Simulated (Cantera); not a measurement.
Charge: 1 mol Ti, 0.82 mol CH4, 71 mol H2, held at 2198 K.

These are equilibrium values from Cantera (NASA tables, ideal gas, pure condensed phases), not measurements of a reactor. Candidate condensed phases: C, C6H6, C7H8, C8H18, Ti, TiC; 77 gas species. Mutual solubility and eutectic melting of coexisting phases are not modelled. TiC: taken at fixed stoichiometry. Condensed phases not in the tables: N, O or C dissolved in the metal. Equilibrium is a limit: real reactors are often held back by kinetics, nucleation or transport.

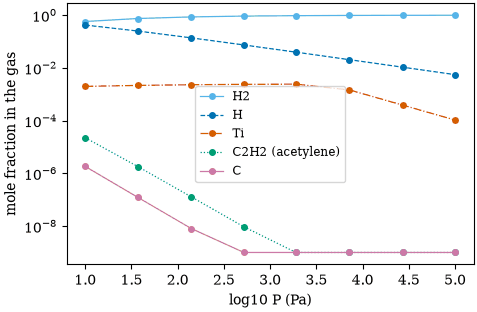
Fig. 1. Equilibrium gas composition (values under 1e-9 drawn at 1e-9)

From 10.0 Pa to 19.0 mbar the condensed part is TiC(s). From 72.0 mbar to 1.00 bar the condensed part is Ti(l) + TiC(s). The main Ti-bearing gas is Ti throughout. The share of Ti in condensed phases is highest at 1.00 bar (99.2 %) and lowest at 10.0 Pa (81.6 %).
